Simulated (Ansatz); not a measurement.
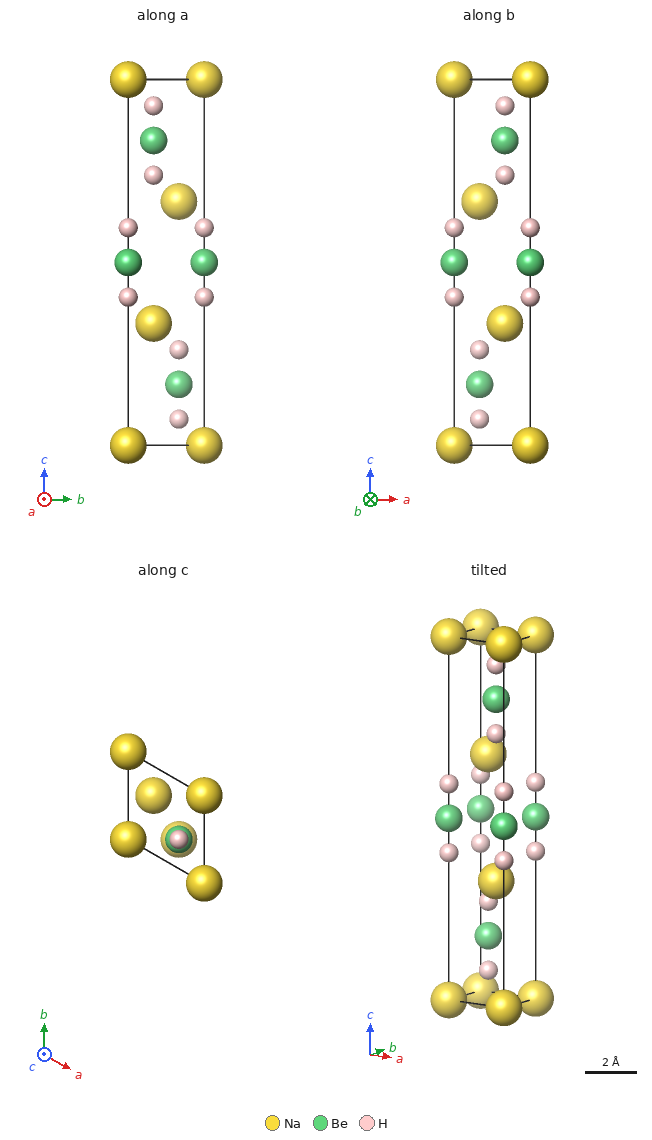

The crystal in a spheres-only representation, seen along the a axis, along the b axis, along the c axis and slightly off an axis. The wireframe shows the conventional unit cell.

Lattice parameters: a = 3.4504 Å, b = 3.4504 Å, c = 14.3846 Å, α = 90.000°, β = 90.000°, γ = 120.000°.

> Convert the drawing into a CIF with its space group and independent sites, with free fractional coordinates to two decimals.

```cif
data_structure
_symmetry_space_group_name_H-M 'R -3 m :H'
_symmetry_Int_Tables_number 166
_cell_length_a 3.4504
_cell_length_b 3.4504
_cell_length_c 14.3846
_cell_angle_alpha 90.000
_cell_angle_beta 90.000
_cell_angle_gamma 120.000
_cell_volume 148.31
loop_
_atom_site_label
_atom_site_type_symbol
_atom_site_symmetry_multiplicity
_atom_site_Wyckoff_symbol
_atom_site_fract_x
_atom_site_fract_y
_atom_site_fract_z
_atom_site_occupancy
Na1 Na 3 a 0.00 0.00 0.00 1
Be1 Be 3 b 0.3333 0.6667 0.1667 1
H1 H 6 c 0.3333 0.6667 0.26 1
```

It goes back to a random cell made by a generator, so it need not be a real form of the compound. The final geometry of a relaxation with DFT PBE, scalar-relativistic, plane waves, PAW in Ansatz 0.2.0 is shown.
